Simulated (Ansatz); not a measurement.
# The HOMO–LUMO gap down a group: C to Sn

One atom is swapped for its congeners: C2H6O2 `COCO`; CH6GeO2 `C[O][GeH2][OH]`; CH6O2Sn `C[O][SnH2][OH]`. The Si member is missing. All are singlets with charge 0.

Shapes, held fixed at every level: PBE0-D4/def2-TZVP. Flexible molecules stand in one conformer, not always the lowest. Programs: Ansatz 0.2.0. Values in eV.

```csv
level,C2H6O2,CH6GeO2,CH6O2Sn
PBE-D4/def2-TZVPP,6.61,5.90,4.87
r2SCAN-D4/def2-TZVPP,7.72,6.69,5.58
B3LYP-D4/def2-TZVPP,8.50,7.82,6.79
PBE0-D4/def2-TZVPP,9.13,8.37,7.34
wB97M-V/def2-TZVPP,13.00,12.44,11.22
wB97X-V/def2-TZVPP,13.55,12.84,11.65
```

At wB97X-V/def2-TZVPP the HOMO–LUMO gap falls at every step, from 13.55 to 11.65 eV. Every level shows the same order. For atoms past krypton def2 sets carry core potentials with scalar relativity. Relativity is left out for Ge unless named. Orbital gaps aren't excitation energies, and the LUMO depends on the basis.

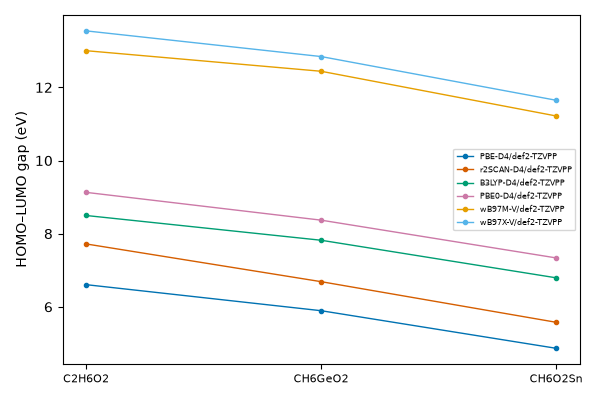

The trend along the series, level by level.
